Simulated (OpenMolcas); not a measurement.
# Energy and gradient calculation of GeH4S

The run: energy and gradient calculation of GeH4S, SMILES [SH][GeH3]. Method and program: PBE0/def2-SVP, RKS (OpenMolcas 26.06).

The geometry comes from this level: PBE0-D4/def2-TZVP.

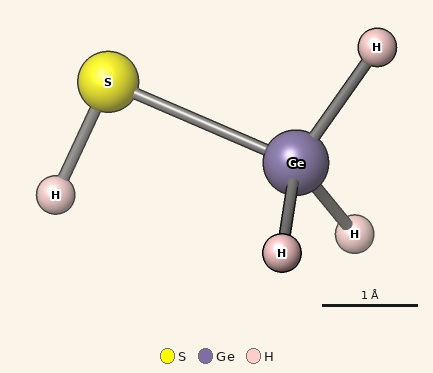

Fig. 1: The structure (ball-and-stick view, seen at a tilt). Sticks mark near contacts. Bond lengths as drawn: Ge–H 1.53 to 1.54 Å, Ge–S 2.22 Å and H–S 1.34 Å.

## Input file
```
* GeH4S Kohn-Sham DFT
>>> EXPORT MOLCAS_PRINT=2

&GATEWAY
  BasLib=$CurrDir
  BasisSet
  S.def2-SVP....
  S1 0.843400 -1.117400 1.012200 angstrom
  End of Basis
  BasisSet
  Ge.def2-SVP....
  Ge2 -0.180000 0.501500 -0.118600 angstrom
  End of Basis
  BasisSet
  H.def2-SVP....
  H3 0.574500 -2.069200 0.103800 angstrom
  H4 -1.667600 0.166300 -0.305900 angstrom
  H5 0.485600 0.702400 -1.488700 angstrom
  H6 -0.013600 1.752500 0.751000 angstrom
  End of Basis

&SEWARD
  GridInput
  Grid=UltraFine
  End of Grid

&SCF
  KSDFT=PBE0
  Thresholds=1e-10 1e-07 1e-07 1e-05
  PrOrbitals=1 1

&ALASKA
```

Launch command:
```bash
export MOLCAS_MEM=1860
pymolcas run.input > run.log
```

## The program's output
```
--- Start Module: gateway ---

                                              &GATEWAY

                       available to each process: 1.9 GB of memory, 1 thread

 Basis Set     1 Label: S.DEF2-SVP....
 Basis set is read from library:.
 basistype.tbl is not found

 Basis Set     2 Label: GE.DEF2-SVP....
 Basis set is read from library:.
 basistype.tbl is not found

 Basis Set     3 Label: H.DEF2-SVP....
 Basis set is read from library:.
 basistype.tbl is not found

++    Symmetry information:
      ---------------------

                    Character Table for C1

                             E
                    a        1  x, y, xy, Rz, z, xz, Ry, yz, Rx, I
--

++    Basis set information:
      ----------------------

      Basis set label: S.DEF2-SVP.........

      Electronic valence basis set:
      ------------------
      Associated Effective Charge  16.000000 au
      Associated Actual Charge     16.000000 au
      Nuclear Model: Point charge

      Shell  nPrim  nBasis  Cartesian Spherical Contaminant
         s      10       4        X
         p       7       3        X
         d       1       1                 X

      Basis set label: GE.DEF2-SVP.........

      Electronic valence basis set:
      ------------------
      Associated Effective Charge  32.000000 au
      Associated Actual Charge     32.000000 au
      Nuclear Model: Point charge

      Shell  nPrim  nBasis  Cartesian Spherical Contaminant
         s      14       5        X
         p      10       4        X
         d       6       3                 X

      Basis set label: H.DEF2-SVP.........

      Electronic valence basis set:
      ------------------
      Associated Effective Charge   1.000000 au
      Associated Actual Charge      1.000000 au
      Nuclear Model: Point charge

      Shell  nPrim  nBasis  Cartesian Spherical Contaminant
         s       4       2        X
         p       1       1        X
--

++    Molecular structure info:
      -------------------------

                    ************************************************
                    **** Cartesian Coordinates / bohr, angstrom ****
                    ************************************************

     Center  Label                x              y              z                     x              y              z
        1      S1               1.593795      -2.111580       1.912781              0.843400      -1.117400       1.012200
        2      GE2             -0.340151       0.947698      -0.224122             -0.180000       0.501500      -0.118600
        3      H3               1.085648      -3.910221       0.196154              0.574500      -2.069200       0.103800
        4      H4              -3.151307       0.314261      -0.578067             -1.667600       0.166300      -0.305900
        5      H5               0.917651       1.327344      -2.813235              0.485600       0.702400      -1.488700
        6      H6              -0.025700       3.311745       1.419184             -0.013600       1.752500       0.751000

                    ***************************************
                    *    InterNuclear Distances / bohr    *
                    ***************************************

               1 S1            2 GE2           3 H3            4 H4            5 H5            6 H6
    1 S1       0.000000
    2 GE2      4.203056        0.000000
    3 H3       2.537742        5.080247        0.000000
    4 H4       5.882604        2.903295        6.033031        0.000000
    5 H5       5.883757        2.903396        6.042907        4.751708        0.000000
    6 H6       5.681448        2.896214        7.408623        4.768998        4.768767        0.000000

                    *******************************************
                    *    InterNuclear Distances / angstrom    *
                    *******************************************

               1 S1            2 GE2           3 H3            4 H4            5 H5            6 H6
    1 S1       0.000000
    2 GE2      2.224161        0.000000
    3 H3       1.342915        2.688351        0.000000
    4 H4       3.112940        1.536357        3.192542        0.000000
    5 H5       3.113550        1.536411        3.197769        2.514496        0.000000
    6 H6       3.006493        1.532610        3.920475        2.523645        2.523523        0.000000

                    **************************************
                    *    Valence Bond Angles / degree    *
                    **************************************
                          Atom centers                 Phi
                      4 H4       2 GE2      5 H5       109.83
                      4 H4       2 GE2      6 H6       110.63
                      5 H5       2 GE2      6 H6       110.62
--

            Nuclear Potential Energy            176.86377628 au

--- Stop Module: gateway /rc=_RC_ALL_IS_WELL_ ---

--- Start Module: seward ---

                                              &SEWARD

                       available to each process: 1.9 GB of memory, 1 thread

               SEWARD will generate:
                  Multipole Moment integrals up to order  2
                  Kinetic Energy integrals
                  Nuclear Attraction integrals (point charge)
                  One-Electron Hamiltonian integrals
                  Velocity integrals
                  Orbital angular momentum around (  0.2241   0.0327   0.3893 )
                  Velocity quadrupole around (  0.2241   0.0327   0.3893 )
                  Two-Electron Repulsion integrals

                   Integrals are discarded if absolute value <: 1.00E-14
                   Integral cutoff threshold is set to       <: 1.00E-16

            Nuclear Potential Energy            176.86377628 au

      Basis set specifications :
      Symmetry species         a
      Basis functions           70

--- Stop Module: seward /rc=_RC_ALL_IS_WELL_ ---
--- Module seward spent 1 second ---

--- Start Module: scf ---

                                                &SCF

                       available to each process: 1.9 GB of memory, 1 thread

 ###############################################################################
 ###     Minimized-density-differences option turned off!                    ###
 ###############################################################################
++    Input section:
      --------------

      Header of the integral files:

      Cartesian coordinates in angstrom:
      -----------------------------------------------------
      No.  Label        X            Y            Z
      -----------------------------------------------------
       1   S1         0.84340000  -1.11740000   1.01220000
       2   GE2       -0.18000000   0.50150000  -0.11860000
       3   H3         0.57450000  -2.06920000   0.10380000
       4   H4        -1.66760000   0.16630000  -0.30590000
       5   H5         0.48560000   0.70240000  -1.48870000
       6   H6        -0.01360000   1.75250000   0.75100000
      -----------------------------------------------------
      Nuclear repulsion energy =  176.86377628
--

++    Orbital specifications:
      -----------------------

      Symmetry species               1
                                     a
      Frozen orbitals                0
      Occupied orbitals             26
      Secondary orbitals            44
      Deleted orbitals               0
      Total number of orbitals      70
      Number of basis functions     70
--

      Molecular charge                           0.000

      Numerical integration parameters
      --------------------------------
      Radial quadrature type:                         MHL
      Size of radial grid:                            99
      Lebedev angular grid:                           41
      Angular grid pruned with the crowding factor:  1.00E+10
                                 and fading factor:  1.00E+01
      Screening threshold for integral computation:   1.00E-11
      Radial quadrature accuracy:                     1.00E-25
      Maximum batch size:                             128
      AO values are stored on disk
      The same grid will be used for all iterations.

      DFT functional specifications
      -----------------------------
      Using Libxc version: 6.2.2
      Please cite the following reference:
      S. Lehtola, C. Steigemann, M. J.T. Oliveira, and M. A.L. Marques.,  SoftwareX 7, 1–5 (2018) doi:10.1016/j.softx.2017.11.002

      * PBEH (PBE0)

++    Optimization specifications:
      ----------------------------

      SCF Algorithm: Conventional
      D(i)-D(i-1) density differences are used
      Number of density matrices in core                 5
      Maximum number of NDDO SCF iterations            400
      Maximum number of HF SCF iterations              400
      Threshold for SCF energy change             1.00E-10
      Threshold for density matrix                1.00E-07
      Threshold for Fock matrix                   1.00E-07
      Threshold for linear dependence             1.00E-09
      Threshold at which DIIS is turned on        1.50E-01
      Maximum depth in the DIIS procedure                5
      Maximum depth in the BFGS Hessian update          30
      Threshold at which QNR/C2DIIS is turned on  7.50E-02
      Threshold for Norm(delta) (QNR/C2DIIS)      1.00E-05
      All orbitals punched on: SCFORB
--

      Input vectors read from INPORB
      Orbital file label: *Guess orbitals

++ Convergence information
                                   PBE0       iterations: Energy and convergence statistics

Iter     Tot. PBE0       One-elec.       Two-elec.     Energy      Max Dij or  Max Fij      DNorm      TNorm      AccCon     Time
         Energy          Energy          Energy        Change      Delta Norm                                                in Sec.

 The total and one-electron energies are shifted by a value of      2000. a.u.

   1  -476.592121502 -1871.086944290  1217.631046508   0.00E+00    2.83E-01*   2.87E-01*    1.13E+01   3.31E+02   None         1.
   2  -476.729983891 -1886.547304676  1232.953544505  -1.38E-01*   1.61E-01*   5.93E-02*    2.17E+00   3.34E+02   EDIIS        1.
   3  -476.778922364 -1873.497707437  1219.855008793  -4.89E-02*   6.89E-02*   3.13E-02*    1.14E+00   3.32E+02   EDIIS        1.
   4  -476.810604956 -1881.488319126  1227.813937890  -3.17E-02*   1.83E-02*   1.63E-02*    4.29E-01   3.33E+02   c2DIIS       1.
   5  -476.817027285 -1879.362311776  1225.681508212  -6.42E-03*   2.10E-02*   6.48E-03*    1.27E-01   3.33E+02   QNRc2DIIS    1.
   6  -476.817208103 -1878.955228717  1225.274244334  -1.81E-04*   8.95E-03*   4.82E-03*    9.20E-02   3.33E+02   QNRc2DIIS    1.
   7  -476.817410978 -1879.159895537  1225.478708279  -2.03E-04*   4.34E-04*   3.12E-04*    3.88E-02   3.33E+02   QNRc2DIIS    1.
   8  -476.817411471 -1879.134725570  1225.453537820  -4.93E-07*   1.05E-04*   7.50E-05*    1.94E-03   3.33E+02   QNRc2DIIS    1.
   9  -476.817411505 -1879.141315309  1225.460127524  -3.47E-08*   2.30E-05*   6.48E-06*    5.33E-04   3.33E+02   QNRc2DIIS    1.
  10  -476.817411506 -1879.141105003  1225.459917218  -5.96E-10*   8.61E-06    3.50E-06*    1.13E-04   3.33E+02   QNRc2DIIS    1.
  11  -476.817411506 -1879.140995925  1225.459808139  -1.47E-10*   1.09E-06    2.58E-07*    4.19E-05   3.33E+02   QNRc2DIIS    1.
  12  -476.817411506 -1879.141035525  1225.459847739  -5.00E-12    4.45E-07    2.70E-07*    5.65E-06   3.33E+02   QNRc2DIIS    1.
  13  -476.817411506 -1879.141016439  1225.459828653   2.27E-12*   1.23E-07    1.01E-07*    2.01E-06   3.33E+02   QNRc2DIIS    1.
  14  -476.817411506 -1879.141022100  1225.459834314  -3.64E-12    1.94E-08    6.65E-09     5.52E-07   3.33E+02   QNRc2DIIS    1.

       Convergence after  14 Iterations
--

 *****************************************************************************************************************************
 *                                             SCF/KS-DFT Program, Final results                                             *
 *                                                       Final Results                                                       *
 *****************************************************************************************************************************

::    Total KS-DFT energy                           -2476.8174115061
      One-electron energy                           -3879.1410221002
      Two-electron energy                            1225.4598343144
      Nuclear repulsion energy                        176.8637762797
      Kinetic energy (interpolated)                  2473.2490702866
      Virial theorem                                    1.0014427747
      Total spin, S(S+1)                                0.0000000000
      Total spin, S                                     0.0000000000
      Max non-diagonal density matrix element           0.0000000229
      Max non-diagonal Fock matrix element              0.0000000029

      All orbitals with orbital energies smaller than  E(LUMO)+0.5 are printed

++    Molecular orbitals:
      -------------------

      Title: RKS-DFT orbitals

      Molecular orbitals for symmetry species 1: a

          Orbital            1         2         3         4         5         6         7         8         9        10
          Energy         -399.0740  -89.0004  -49.9167  -44.4113  -44.4104  -44.4103   -8.0017   -6.3005   -5.9433   -5.9407
          Occ. No.          2.0000    2.0000    2.0000    2.0000    2.0000    2.0000    2.0000    2.0000    2.0000    2.0000

          Orbital           11        12        13        14        15        16        17        18        19        20
          Energy           -5.9345   -4.4592   -4.4561   -4.4557   -1.2551   -1.2535   -1.2532   -1.2502   -1.2501   -0.7474
          Occ. No.          2.0000    2.0000    2.0000    2.0000    2.0000    2.0000    2.0000    2.0000    2.0000    2.0000

          Orbital           21        22        23        24        25        26        27        28        29        30
          Energy           -0.5681   -0.4235   -0.3707   -0.3605   -0.3328   -0.2639    0.0119    0.0343    0.0578    0.0674
          Occ. No.          2.0000    2.0000    2.0000    2.0000    2.0000    2.0000    0.0000    0.0000    0.0000    0.0000

          Orbital           31        32        33        34        35        36        37        38        39        40
          Energy            0.0693    0.2149    0.2823    0.2953    0.3025    0.3231    0.3438    0.4104    0.4746    0.4747
          Occ. No.          0.0000    0.0000    0.0000    0.0000    0.0000    0.0000    0.0000    0.0000    0.0000    0.0000

          Orbital           41
          Energy            0.5109
          Occ. No.          0.0000

--

++    Molecular charges:
      ------------------

      Mulliken charges per centre and basis function type
      ---------------------------------------------------

                S1      GE2     H3      H4      H5      H6
      1s       5.8575  7.2974  0.8728  1.0415  1.0416  1.0279
      2px      3.7512  4.7790  0.0085  0.0083  0.0025  0.0012
      2pz      3.4428  4.7703  0.0121  0.0011  0.0071  0.0035
      2py      3.1501  4.7189  0.0124  0.0013  0.0012  0.0062
      3d2+     0.0043  2.0374  0.0000  0.0000  0.0000  0.0000
      3d1+     0.0058  2.0194  0.0000  0.0000  0.0000  0.0000
      3d0      0.0043  2.0268  0.0000  0.0000  0.0000  0.0000
      3d1-     0.0226  2.0349  0.0000  0.0000  0.0000  0.0000
      3d2-     0.0064  2.0216  0.0000  0.0000  0.0000  0.0000
      Total   16.2450 31.7057  0.9059  1.0523  1.0523  1.0388

      N-E     -0.2450  0.2943  0.0941 -0.0523 -0.0523 -0.0388

      Total electronic charge=   52.000000

      Total            charge=   -0.000000
--

++    Molecular properties:
      ---------------------

      Charge (e):
                      =   -0.0000
      Dipole Moment (debye):
      Origin of the operator (angstrom)=    0.1186    0.0173    0.2060
                   X= -7.0171E-01               Y=  1.7062E-01               Z= -1.1917E+00           Total=  1.3934E+00
      Quadrupole Moment (debye*angstrom):
      Origin of the operator (angstrom)=    0.1186    0.0173    0.2060
                  XX= -3.4675E+01              XY=  6.1886E-02              XZ= -2.5495E-01              YY= -3.0680E+01
                  YZ=  1.8192E+00              ZZ= -3.4174E+01
      In traceless form (debye*angstrom)
                  XX= -2.2486E+00              XY=  9.2828E-02              XZ= -3.8242E-01              YY=  3.7450E+00
                  YZ=  2.7288E+00              ZZ= -1.4964E+00
--

--- Stop Module: scf /rc=_RC_ALL_IS_WELL_ ---
--- Module scf spent 12 seconds ---

--- Start Module: alaska ---

                                              &ALASKA

                       available to each process: 1.9 GB of memory, 1 thread

                     Threshold for contributions to the gradient: 1.000E-07

                    ********************************************
                    * Symmetry Adapted Cartesian Displacements *
                    ********************************************

           Irreducible representation : a
           Basis function(s) of irrep: x, y, xy, Rz, z, xz, Ry, yz, Rx, I

 Basis Label        Type   Center Phase
   1   S1           x         1     1
   2   S1           y         1     1
   3   S1           z         1     1
   4   GE2          x         2     1
   5   GE2          y         2     1
   6   GE2          z         2     1
   7   H3           x         3     1
   8   H3           y         3     1
   9   H3           z         3     1
  10   H4           x         4     1
  11   H4           y         4     1
  12   H4           z         4     1
  13   H5           x         5     1
  14   H5           y         5     1
  15   H5           z         5     1
  16   H6           x         6     1
  17   H6           y         6     1
  18   H6           z         6     1

                     No automatic utilization of translational and rotational invariance of the energy is employed.

 DFT contribution computed for a moving grid.

 Conventional ERI gradients!

 **************************************************
 *              Molecular gradients               *
 **************************************************

  Irreducible representation: a
 ------------------------------------------------------------------------------------------
                              X                       Y                       Z
 ------------------------------------------------------------------------------------------
  S1               -1.78200304393172E-03   -1.60613764321837E-03   -3.94503576998417E-03
  GE2               2.32269772954652E-04   -2.32718710584834E-04    3.30676758421689E-04
  H3                7.92848111319300E-04    3.04064196228460E-03    2.79582860540506E-03
  H4                9.81103920579152E-04   -1.31591117191965E-04    2.43256501226252E-04
  H5               -2.07653953899989E-04   -4.26161503676914E-04    8.84627918019909E-04
  H6               -1.65648069676561E-05   -6.44032987514365E-04   -3.09354013219298E-04
 ------------------------------------------------------------------------------------------

--- Stop Module: alaska /rc=_RC_ALL_IS_WELL_ ---
--- Module alaska spent 3 seconds ---

.##################.
.# Happy landing! #.
.##################.

    Timing: Wall=17.89 User=15.59 System=2.28
```

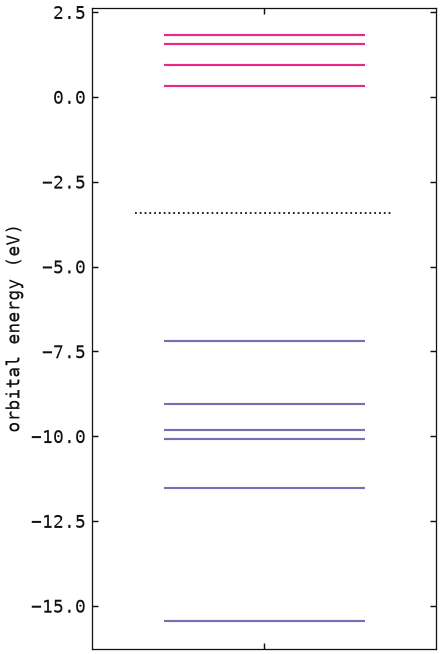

Fig. 2: Orbital energies near the frontier; the dotted line parts filled from empty levels, and levels within 0.02 eV of each other stand side by side. Highest filled −7.18 eV, lowest empty 0.32 eV, 7.50 eV apart.

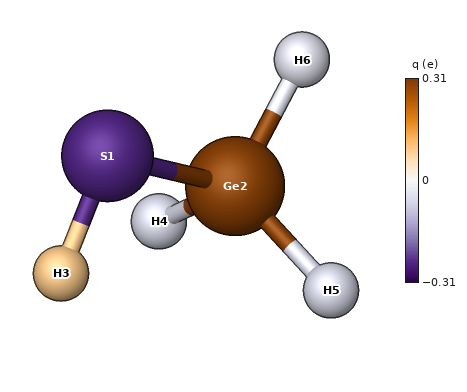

Fig. 3: Mulliken charges, as the colour of each atom (ball-and-stick view, seen at a tilt; atoms are numbered from 1 in the order of the input). By element: S −0.24, Ge +0.29 and H −0.05 to +0.09 e.

## Results in brief

```csv
quantity,value
outcome,converged
total energy,−2476.817412 hartree
basis functions,70
largest force,0.237 eV/Å
HOMO,−7.18 eV
LUMO,0.32 eV
dipole moment,1.39 debye
hardware,"1 thread of Arm Neoverse V1, 24 GiB of memory available, shared host"
wall time,18 s
peak memory,0.41 GiB
```
